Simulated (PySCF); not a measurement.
System: C4H10O2SSi2.

```xyz
19

C    -2.0444    1.3252   -0.4743
C    -1.3758    0.0134   -0.8699
C    -1.3620   -1.0068    0.2723
C    -0.1185   -1.8652    0.1998
O     0.0386   -2.9145    0.7491
O     0.8582   -1.3047   -0.5327
Si    0.4745    0.0977   -1.3311
S     1.5755    1.6768   -0.4327
Si    3.0957    0.5571    0.6497
H    -1.4841    1.8212    0.3153
H    -3.0596    1.1477   -0.1227
H    -2.0868    1.9973   -1.3279
H    -1.9303   -0.4139   -1.7108
H    -2.2443   -1.6470    0.2933
H    -1.3103   -0.4895    1.2357
H     0.8347   -0.1443   -2.7157
H     3.9060    1.6422    1.1771
H     2.4325   -0.2033    1.6988
H     3.7906   -0.2802   -0.3153
```

Geometry: GFN2-xTB.

All numbers below come from PBE0/pcSseg-1, SCF density, gas phase, non-relativistic (PySCF 2.14.0).

Predict the electron density and electron localisation function between the atoms.

Answer. C–O (1.19 Å): ρ is about 3.4 e/Å³ halfway; the ELF peaks at about 0.85 between the atoms; a multiple bond.
C–C (1.51 Å): ρ is about 1.7 e/Å³ halfway; the ELF peaks at about 0.95 between the atoms; a covalent bond.
Si–O (1.66 Å): ρ at the midpoint is about 1.1 e/Å³; the ELF peaks at about 0.90 between the atoms (a polar covalent bond).
C–H (1.09 Å): ρ at the midpoint is about 2 e/Å³; the ELF climbs to about 1 towards the hydrogen, as it does in any bond to H (a covalent bond by its length).

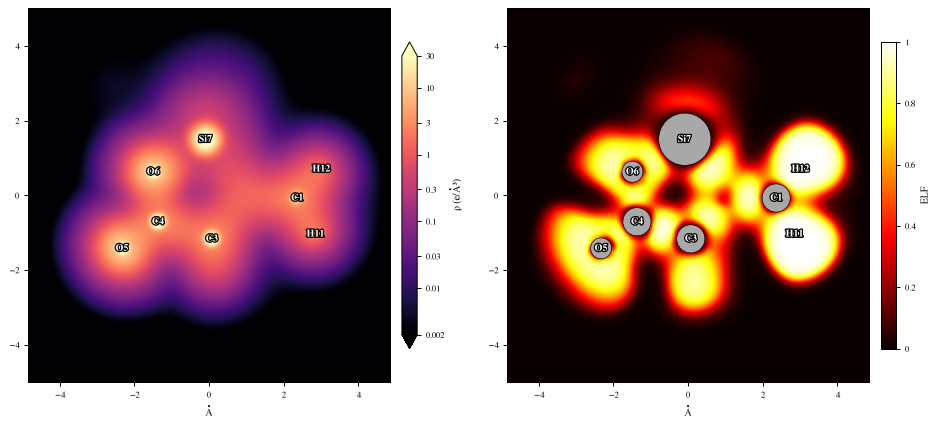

Computed electron density and electron localisation function on the plane of atoms C3, C4 and O6, in this order. Grey discs cover the atomic cores in the ELF map. 
